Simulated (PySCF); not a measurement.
H$_{3}$N, SMILES `N`.

PySCF calculation, M06-2X/def2-TZVP, gas phase; geometry: GFN2-xTB. No frequency check shows the geometry to be a minimum. Without diffuse functions Rydberg states are missing, so the states' numbers hold for this basis only.

Geometry (Å), atoms numbered from 1:

```
N1       0.0000   -0.0000    0.1100
H2       0.8717   -0.3620   -0.2568
H3      -0.7495   -0.5738   -0.2567
H4      -0.1223    0.9360   -0.2567
```

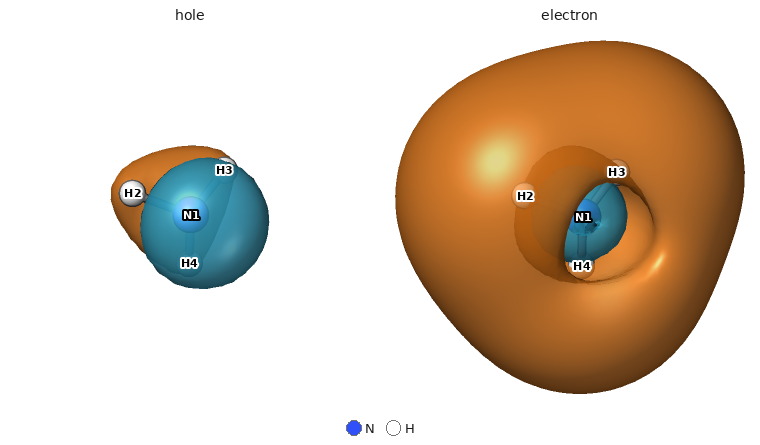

Leading natural transition orbital pair of S₁ (TDA singlet states); the surfaces enclose about 85 % of each orbital's density.

Question: Give its energy and the atoms that hole and electron lie on.

Answer: 7.09 eV (175 nm), f = 0.059, partly diffuse acceptor orbital, which a basis without diffuse functions describes poorly; the leading pair carries 100 %; hole on N1 (79 %) and H2, H3 and H4 (7 % each), electron on N1 (26 %) and H2, H3 and H4 (25 % each) (atom shares of so diffuse an orbital are rough); their centroids lie 0.6 Å apart. In canonical orbitals it is mainly HOMO → LUMO (99 %). The HOMO–LUMO gap is 10.78 eV.

The PySCF run took 23 s on 1 thread of Intel(R) Xeon(R) Platinum 8488C (Sapphire Rapids) (shared host), peak memory 0.29 GiB.
